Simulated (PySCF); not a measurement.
# Run report: Si$_{3}$S$_{3}$F$_{6}$, geometry relaxation

The run: geometry relaxation of Si$_{3}$S$_{3}$F$_{6}$ (cyclo-(F2SiS)3). Method and program: PBE0-D3(BJ)/def2-SVP geometry optimisation, gas phase (PySCF 2.14.0).

It belongs to a series of runs on one base structure; here: F, n=3.

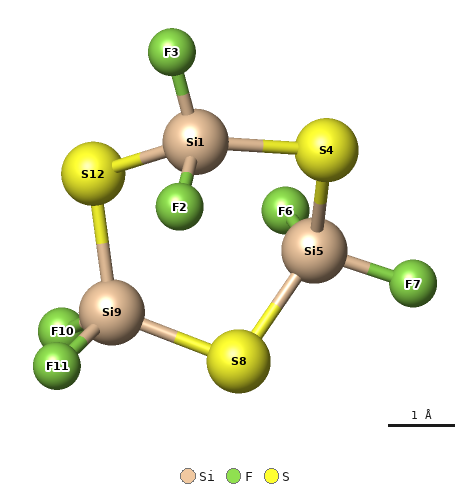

**Figure 1.** The structure as given in the input (ball-and-stick view, seen at a tilt; atoms are numbered from 1 in the order of the input).

### Results in brief

```json
{"quantity": "outcome", "value": "converged"}
{"quantity": "total energy", "value": "−2660.239925 hartree"}
{"quantity": "dipole moment", "value": "0.53 D"}
{"quantity": "point group", "value": "C2"}
{"quantity": "hardware", "value": "2 CPU threads, shared host"}
{"quantity": "wall time", "value": "4.9 min (CPU time 11 min)"}
{"quantity": "peak memory", "value": "1.2 GiB"}
```

### Input file
```
{"job": {"xc": "PBE0", "basis": "def2-SVP", "d3": "d3bj", "grid": 1, "maxiter": 40, "shake": 0.03, "kind": "geom"}, "charge": 0, "multiplicity": 1}
Si     1.310810     0.236530    -1.414590
F      1.292640     1.887410    -1.311390
F      2.054000     0.003660    -2.741260
S      2.341220    -0.540640     0.241370
Si     0.630030    -0.912400     1.580340
F     -0.058060    -2.277030     1.266400
F      1.288140    -1.128860     3.047140
S     -0.802190     0.637500     1.747630
Si    -1.786310     0.554770    -0.093700
F     -3.165880    -0.250630    -0.035960
F     -2.259270     2.017020    -0.447700
S     -0.729670    -0.310070    -1.787270
```

The first line tells a small driver script what to run in PySCF; the rest is the geometry in Å.

Run as:
```bash
OMP_NUM_THREADS=2 python <driver script> task.json out
```

### Log
```
step   0  E = -2660.22422394  max force = 0.052641
step   1  E = -2660.23773386  max force = 0.021225
step   2  E = -2660.23932076  max force = 0.002075
step   3  E = -2660.23946495  max force = 0.000984
step   4  E = -2660.23957040  max force = 0.001547
step   5  E = -2660.23961553  max force = 0.001530
step   6  E = -2660.23966367  max force = 0.000707
step   7  E = -2660.23971003  max force = 0.001199
step   8  E = -2660.23974177  max force = 0.001658
step   9  E = -2660.23976452  max force = 0.001573
step  10  E = -2660.23979749  max force = 0.000767
step  11  E = -2660.23983353  max force = 0.000945
step  12  E = -2660.23986545  max force = 0.000884
step  13  E = -2660.23988933  max force = 0.000817
step  14  E = -2660.23991183  max force = 0.000398
step  15  E = -2660.23992497  max force = 0.000414
optimisation converged
```

### Trajectory as extended XYZ (Å, eV, eV/Å), 16 frames, from step=0 to step=15
```
12
Properties=species:S:1:pos:R:3:forces:R:3 step=0 energy=-72388.38826
Si    1.3108    0.2365   -1.4146   -2.0033   2.7069   1.8280
F     1.2926    1.8874   -1.3114    0.0285  -1.2702   0.2590
F     2.0540    0.0037   -2.7413    1.5039  -0.9394  -2.2231
S     2.3412   -0.5406    0.2414   -0.7953  -0.4095   0.7162
Si    0.6300   -0.9124    1.5803    1.7682   1.0722   0.5649
F    -0.0581   -2.2770    1.2664   -0.7726  -1.4218  -0.6578
F     1.2881   -1.1289    3.0471   -0.2330   0.4090  -0.6865
S    -0.8022    0.6375    1.7476    0.3117   0.1489   0.4357
Si   -1.7863    0.5548   -0.0937    0.2853  -0.9705  -1.2719
F    -3.1659   -0.2506   -0.0360   -0.0108  -0.3592   0.1620
F    -2.2593    2.0170   -0.4477   -0.0642   1.0608  -0.0561
S    -0.7297   -0.3101   -1.7873   -0.0184  -0.0272   0.9296
12
Properties=species:S:1:pos:R:3:forces:R:3 step=1 energy=-72388.75588
Si    1.2769    0.2860   -1.3802   -0.6842   1.0914   0.3772
F     1.2560    1.9037   -1.2446    0.0575  -0.5631   0.0176
F     2.0682   -0.0519   -2.7081    0.4247  -0.2610  -0.5013
S     2.3007   -0.5402    0.2634   -0.1620  -0.1991   0.2099
Si    0.6292   -0.9111    1.5490    0.6078   0.2710   0.1309
F    -0.0959   -2.2710    1.1591   -0.2332  -0.3439  -0.1567
F     1.2834   -1.1087    3.0017   -0.1307   0.0562  -0.1393
S    -0.7530    0.6819    1.7245    0.0826   0.1415   0.1886
Si   -1.7726    0.5547   -0.1137   -0.0115  -0.3211  -0.4461
F    -3.1188   -0.3050    0.0140    0.0328  -0.0076   0.0289
F    -2.2349    2.0361   -0.4856   -0.0176   0.2074   0.0514
S    -0.7238   -0.3573   -1.7284    0.0337  -0.0717   0.2389
12
Properties=species:S:1:pos:R:3:forces:R:3 step=2 energy=-72388.79906
Si    1.2637    0.3115   -1.3650   -0.1067   0.0627  -0.0294
F     1.2498    1.9080   -1.2152    0.0177   0.0195  -0.0045
F     2.0863   -0.0609   -2.6845    0.0562   0.0070  -0.0189
S     2.2858   -0.5601    0.2674    0.0837  -0.0631  -0.0121
Si    0.6274   -0.9055    1.5375    0.0574   0.0275   0.0176
F    -0.1422   -2.2452    1.1171   -0.0376  -0.0274   0.0121
F     1.2528   -1.1189    2.9939   -0.0286  -0.0430   0.0536
S    -0.7181    0.7233    1.7058   -0.0079   0.0801   0.0015
Si   -1.7592    0.5470   -0.1292   -0.0820  -0.0276   0.0134
F    -3.0953   -0.3209    0.0380    0.0138   0.0237  -0.0135
F    -2.2247    2.0313   -0.5080    0.0026  -0.0080   0.0241
S    -0.7109   -0.3923   -1.7067    0.0315  -0.0514  -0.0438
12
Properties=species:S:1:pos:R:3:forces:R:3 step=3 energy=-72388.80299
Si    1.2650    0.3140   -1.3637   -0.0105  -0.0454  -0.0462
F     1.2542    1.9078   -1.1981    0.0000   0.0423  -0.0003
F     2.0984   -0.0474   -2.6823   -0.0040   0.0322   0.0459
S     2.2855   -0.5837    0.2614    0.0288  -0.0380  -0.0056
Si    0.6254   -0.9032    1.5391    0.0073   0.0044   0.0031
F    -0.1684   -2.2322    1.1231   -0.0005   0.0095   0.0134
F     1.2372   -1.1251    3.0003   -0.0093  -0.0244   0.0185
S    -0.7033    0.7442    1.6926   -0.0025   0.0377  -0.0343
Si   -1.7564    0.5435   -0.1356   -0.0393   0.0053   0.0506
F    -3.0887   -0.3269    0.0433    0.0145   0.0101  -0.0160
F    -2.2283    2.0255   -0.5171    0.0006  -0.0227   0.0062
S    -0.7053   -0.3991   -1.7120    0.0150  -0.0110  -0.0354
12
Properties=species:S:1:pos:R:3:forces:R:3 step=4 energy=-72388.80586
Si    1.2676    0.3139   -1.3564    0.0752  -0.0795  -0.0311
F     1.2572    1.9034   -1.1512   -0.0189   0.0223   0.0081
F     2.1189   -0.0107   -2.6742   -0.0414   0.0321   0.0698
S     2.2825   -0.6343    0.2500   -0.0245  -0.0001  -0.0106
Si    0.6206   -0.9002    1.5392   -0.0385  -0.0137   0.0036
F    -0.2133   -2.2105    1.1373    0.0222   0.0249   0.0010
F     1.2159   -1.1310    3.0064    0.0092   0.0058  -0.0168
S    -0.6732    0.7814    1.6620    0.0012  -0.0171  -0.0404
Si   -1.7506    0.5387   -0.1484    0.0225   0.0262   0.0484
F    -3.0718   -0.3425    0.0503    0.0032  -0.0137  -0.0055
F    -2.2414    2.0125   -0.5366   -0.0059  -0.0195  -0.0113
S    -0.6968   -0.4035   -1.7273   -0.0042   0.0321  -0.0153
12
Properties=species:S:1:pos:R:3:forces:R:3 step=5 energy=-72388.80708
Si    1.2712    0.3156   -1.3484    0.0787  -0.0488  -0.0013
F     1.2573    1.9003   -1.1055   -0.0187   0.0056   0.0052
F     2.1351    0.0264   -2.6653   -0.0319   0.0168   0.0430
S     2.2776   -0.6725    0.2409   -0.0340   0.0133  -0.0123
Si    0.6155   -0.9010    1.5367   -0.0422  -0.0120   0.0073
F    -0.2426   -2.1994    1.1467    0.0213   0.0157  -0.0090
F     1.2052   -1.1320    3.0062    0.0122   0.0144  -0.0228
S    -0.6537    0.8018    1.6386   -0.0005  -0.0347  -0.0167
Si   -1.7465    0.5350   -0.1582    0.0401   0.0188   0.0181
F    -3.0549   -0.3619    0.0517   -0.0046  -0.0234   0.0041
F    -2.2586    2.0007   -0.5479   -0.0092  -0.0062  -0.0128
S    -0.6901   -0.3956   -1.7444   -0.0111   0.0403  -0.0028
12
Properties=species:S:1:pos:R:3:forces:R:3 step=6 energy=-72388.80839
Si    1.2780    0.3235   -1.3399    0.0296   0.0107   0.0364
F     1.2599    1.9030   -1.0612   -0.0077  -0.0093  -0.0029
F     2.1521    0.0672   -2.6547    0.0027  -0.0027  -0.0103
S     2.2714   -0.7006    0.2333   -0.0228   0.0137  -0.0068
Si    0.6091   -0.9060    1.5323   -0.0203  -0.0019   0.0078
F    -0.2612   -2.1977    1.1497    0.0091  -0.0034  -0.0165
F     1.1997   -1.1342    3.0017    0.0055   0.0110  -0.0142
S    -0.6456    0.8076    1.6233    0.0005  -0.0268   0.0154
Si   -1.7449    0.5304   -0.1661    0.0286  -0.0067  -0.0226
F    -3.0364   -0.3903    0.0464   -0.0080  -0.0228   0.0100
F    -2.2845    1.9877   -0.5487   -0.0090   0.0095  -0.0044
S    -0.6824   -0.3731   -1.7649   -0.0084   0.0287   0.0082
12
Properties=species:S:1:pos:R:3:forces:R:3 step=7 energy=-72388.80966
Si    1.2870    0.3401   -1.3326   -0.0397   0.0617   0.0582
F     1.2662    1.9160   -1.0326    0.0057  -0.0163  -0.0031
F     2.1674    0.1025   -2.6448    0.0376  -0.0131  -0.0565
S     2.2672   -0.7067    0.2307    0.0025   0.0070   0.0035
Si    0.6032   -0.9141    1.5267    0.0121   0.0074   0.0029
F    -0.2628   -2.2063    1.1394   -0.0060  -0.0212  -0.0180
F     1.1975   -1.1417    2.9943   -0.0055  -0.0011   0.0027
S    -0.6533    0.7958    1.6224    0.0050   0.0006   0.0343
Si   -1.7473    0.5235   -0.1692   -0.0038  -0.0353  -0.0506
F    -3.0203   -0.4253    0.0351   -0.0052  -0.0104   0.0088
F    -2.3155    1.9740   -0.5362   -0.0041   0.0162   0.0072
S    -0.6737   -0.3405   -1.7822    0.0015   0.0045   0.0105
12
Properties=species:S:1:pos:R:3:forces:R:3 step=8 energy=-72388.81052
Si    1.2975    0.3714   -1.3216   -0.0853   0.0705   0.0452
F     1.2704    1.9432   -1.0026    0.0162  -0.0071   0.0010
F     2.1859    0.1506   -2.6310    0.0478  -0.0078  -0.0679
S     2.2664   -0.6954    0.2320    0.0327   0.0026   0.0158
Si    0.5981   -0.9258    1.5176    0.0333   0.0094  -0.0046
F    -0.2534   -2.2209    1.1099   -0.0155  -0.0282  -0.0094
F     1.1917   -1.1605    2.9840   -0.0134  -0.0171   0.0189
S    -0.6708    0.7717    1.6283    0.0054   0.0245   0.0347
Si   -1.7528    0.5084   -0.1711   -0.0419  -0.0484  -0.0491
F    -3.0021   -0.4759    0.0185    0.0024   0.0128   0.0025
F    -2.3555    1.9510   -0.5145    0.0045   0.0088   0.0123
S    -0.6601   -0.3007   -1.7984    0.0140  -0.0201   0.0005
12
Properties=species:S:1:pos:R:3:forces:R:3 step=9 energy=-72388.81114
Si    1.3046    0.4082   -1.3086   -0.0809   0.0418   0.0059
F     1.2649    1.9768   -0.9781    0.0175   0.0060   0.0074
F     2.2011    0.2022   -2.6161    0.0307   0.0058  -0.0399
S     2.2718   -0.6663    0.2399    0.0428   0.0023   0.0235
Si    0.5969   -0.9382    1.5083    0.0373   0.0052  -0.0113
F    -0.2324   -2.2377    1.0694   -0.0165  -0.0204   0.0071
F     1.1830   -1.1876    2.9752   -0.0133  -0.0249   0.0197
S    -0.6928    0.7409    1.6380    0.0006   0.0276   0.0150
Si   -1.7597    0.4877   -0.1730   -0.0556  -0.0345  -0.0206
F    -2.9915   -0.5220   -0.0006    0.0076   0.0282  -0.0068
F    -2.3856    1.9256   -0.4958    0.0089  -0.0041   0.0092
S    -0.6449   -0.2724   -1.8077    0.0209  -0.0330  -0.0092
12
Properties=species:S:1:pos:R:3:forces:R:3 step=10 energy=-72388.81203
Si    1.3070    0.4452   -1.2935   -0.0283  -0.0026  -0.0394
F     1.2464    2.0108   -0.9547    0.0089   0.0154   0.0112
F     2.2132    0.2581   -2.5994   -0.0026   0.0187   0.0111
S     2.2823   -0.6263    0.2539    0.0252   0.0021   0.0195
Si    0.6000   -0.9506    1.5008    0.0237  -0.0008  -0.0157
F    -0.2038   -2.2554    1.0291   -0.0101  -0.0020   0.0227
F     1.1732   -1.2187    2.9696   -0.0038  -0.0175   0.0089
S    -0.7159    0.7071    1.6462   -0.0081   0.0085  -0.0157
Si   -1.7665    0.4637   -0.1780   -0.0346   0.0041   0.0212
F    -2.9918   -0.5564   -0.0237    0.0073   0.0212  -0.0175
F    -2.4002    1.9014   -0.4875    0.0053  -0.0134   0.0029
S    -0.6283   -0.2617   -1.8118    0.0171  -0.0337  -0.0092
12
Properties=species:S:1:pos:R:3:forces:R:3 step=11 energy=-72388.81302
Si    1.3058    0.4684   -1.2819    0.0207  -0.0172  -0.0486
F     1.2240    2.0300   -0.9298   -0.0029   0.0112   0.0077
F     2.2218    0.3070   -2.5855   -0.0208   0.0181   0.0362
S     2.2903   -0.6022    0.2632   -0.0040  -0.0020   0.0097
Si    0.6043   -0.9585    1.4976    0.0064  -0.0040  -0.0135
F    -0.1856   -2.2681    1.0139    0.0011   0.0109   0.0173
F     1.1689   -1.2357    2.9683    0.0046  -0.0010  -0.0013
S    -0.7297    0.6860    1.6454   -0.0139  -0.0140  -0.0275
Si   -1.7703    0.4459   -0.1866    0.0009   0.0317   0.0370
F    -2.9959   -0.5747   -0.0461    0.0013   0.0027  -0.0172
F    -2.4030    1.8848   -0.4921    0.0001  -0.0119  -0.0017
S    -0.6151   -0.2656   -1.8155    0.0065  -0.0246   0.0019
12
Properties=species:S:1:pos:R:3:forces:R:3 step=12 energy=-72388.81388
Si    1.3037    0.4923   -1.2690    0.0455  -0.0081  -0.0332
F     1.1931    2.0483   -0.8989   -0.0113   0.0002   0.0040
F     2.2306    0.3662   -2.5688   -0.0216   0.0086   0.0362
S     2.2978   -0.5775    0.2727   -0.0221  -0.0081  -0.0054
Si    0.6099   -0.9669    1.4950   -0.0070  -0.0027  -0.0058
F    -0.1629   -2.2845    1.0050    0.0090   0.0136   0.0039
F     1.1697   -1.2471    2.9672    0.0070   0.0141  -0.0069
S    -0.7473    0.6599    1.6430   -0.0142  -0.0257  -0.0197
Si   -1.7739    0.4269   -0.1979    0.0301   0.0393   0.0271
F    -3.0007   -0.5940   -0.0772   -0.0060  -0.0123  -0.0105
F    -2.4048    1.8670   -0.5006   -0.0031  -0.0049  -0.0034
S    -0.5997   -0.2733   -1.8194   -0.0063  -0.0140   0.0136
12
Properties=species:S:1:pos:R:3:forces:R:3 step=13 energy=-72388.81453
Si    1.3010    0.5144   -1.2572    0.0420   0.0054  -0.0074
F     1.1590    2.0635   -0.8682   -0.0122  -0.0058   0.0021
F     2.2369    0.4242   -2.5527   -0.0115  -0.0030   0.0196
S     2.3035   -0.5549    0.2801   -0.0211  -0.0123  -0.0181
Si    0.6158   -0.9747    1.4925   -0.0134   0.0031   0.0021
F    -0.1370   -2.3024    0.9995    0.0114   0.0078  -0.0072
F     1.1751   -1.2512    2.9657    0.0039   0.0188  -0.0058
S    -0.7672    0.6309    1.6419   -0.0094  -0.0243  -0.0005
Si   -1.7767    0.4098   -0.2089    0.0364   0.0291   0.0036
F    -3.0052   -0.6113   -0.1109   -0.0088  -0.0155  -0.0019
F    -2.4047    1.8514   -0.5090   -0.0035   0.0025  -0.0021
S    -0.5850   -0.2822   -1.8218   -0.0138  -0.0060   0.0157
12
Properties=species:S:1:pos:R:3:forces:R:3 step=14 energy=-72388.81515
Si    1.2984    0.5205   -1.2538    0.0186   0.0117   0.0127
F     1.1394    2.0662   -0.8572   -0.0069  -0.0070  -0.0006
F     2.2361    0.4452   -2.5480    0.0042  -0.0046  -0.0011
S     2.3052   -0.5461    0.2813   -0.0094  -0.0120  -0.0181
Si    0.6194   -0.9774    1.4924   -0.0108   0.0088   0.0052
F    -0.1203   -2.3132    1.0026    0.0078  -0.0008  -0.0106
F     1.1828   -1.2441    2.9659   -0.0014   0.0115  -0.0008
S    -0.7793    0.6140    1.6438   -0.0022  -0.0134   0.0146
Si   -1.7773    0.4052   -0.2134    0.0205   0.0098  -0.0164
F    -3.0112   -0.6110   -0.1291   -0.0073  -0.0083   0.0047
F    -2.3976    1.8500   -0.5140   -0.0020   0.0056   0.0017
S    -0.5802   -0.2922   -1.8195   -0.0111  -0.0011   0.0086
12
Properties=species:S:1:pos:R:3:forces:R:3 step=15 energy=-72388.81550
Si    1.2982    0.5222   -1.2527   -0.0031   0.0078   0.0172
F     1.1319    2.0658   -0.8509   -0.0012  -0.0019  -0.0018
F     2.2366    0.4530   -2.5461    0.0100  -0.0014  -0.0115
S     2.3046   -0.5467    0.2794    0.0026  -0.0083  -0.0097
Si    0.6200   -0.9794    1.4918   -0.0049   0.0099   0.0043
F    -0.1120   -2.3197    1.0035    0.0019  -0.0064  -0.0064
F     1.1861   -1.2386    2.9655   -0.0033   0.0002   0.0032
S    -0.7865    0.6042    1.6464    0.0031  -0.0032   0.0165
Si   -1.7772    0.4057   -0.2153    0.0000  -0.0045  -0.0213
F    -3.0145   -0.6076   -0.1382   -0.0015   0.0020   0.0052
F    -2.3928    1.8530   -0.5140    0.0011   0.0040   0.0027
S    -0.5789   -0.2947   -1.8186   -0.0049   0.0018   0.0016
```

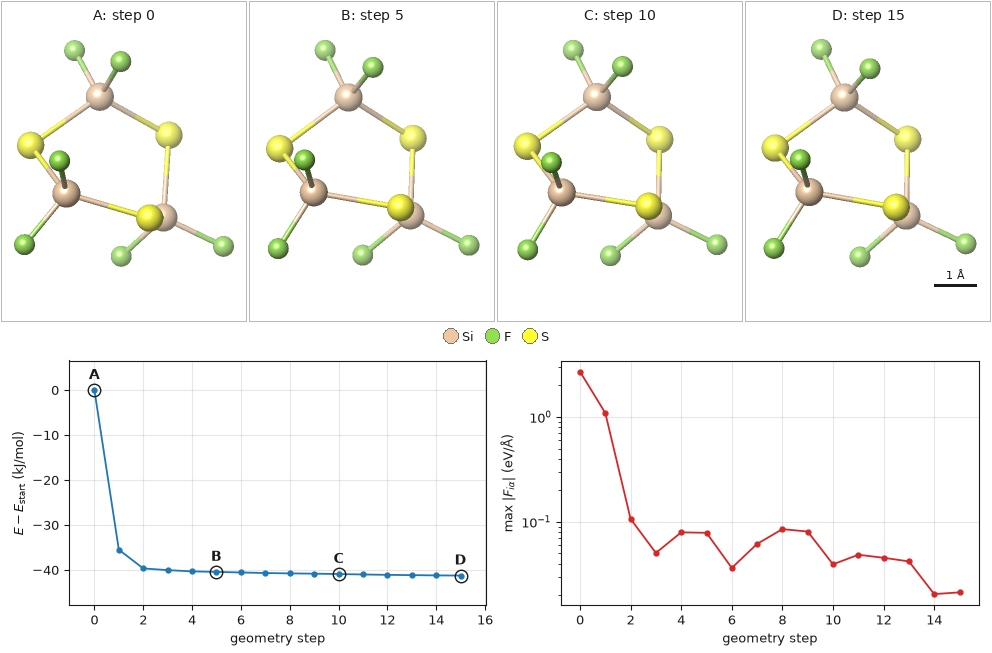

**Figure 2.** Frames of the relaxation (ball-and-stick view, seen at a tilt) above the curves, on which the letters mark them (steps are counted from 0).

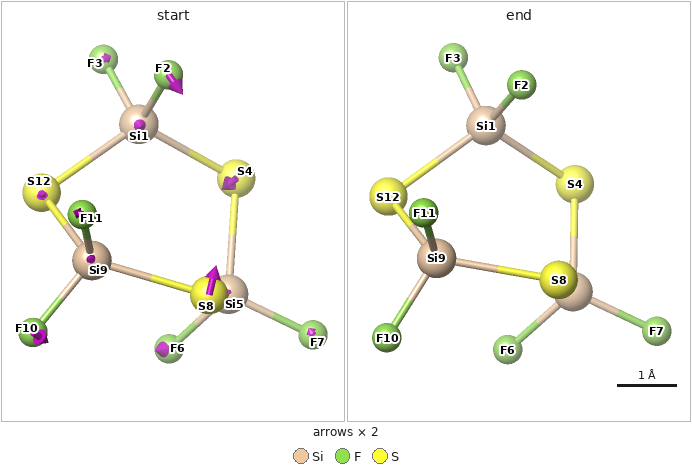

**Figure 3.** Before (left) and after (right) the relaxation, at one scale (ball-and-stick view, seen at a tilt). The pink arrows give the displacements, magnified 2 times. S8 moves most after the best rigid fit: 0.26 Å. Largest moves by element: S 0.26 Å, F 0.23 Å, Si 0.11 Å. Among the contacts that change: S4–Si5 2.204 → 2.120 Å, Si1–F3 1.538 → 1.600 Å, Si9–S12 2.175 → 2.121 Å, Si1–F2 1.654 → 1.604 Å. Among the angles that change: F3–Si1–S4 112.8° → 106.5°, S4–Si1–S12 120.6° → 114.7°, F2–Si1–F3 102.1° → 107.8°. The energy falls by 41.2 kJ/mol in 15 geometry steps. The largest force component goes from 2.7 to 0.021 eV/Å. (Atoms are counted from 1 in the order of the input.)
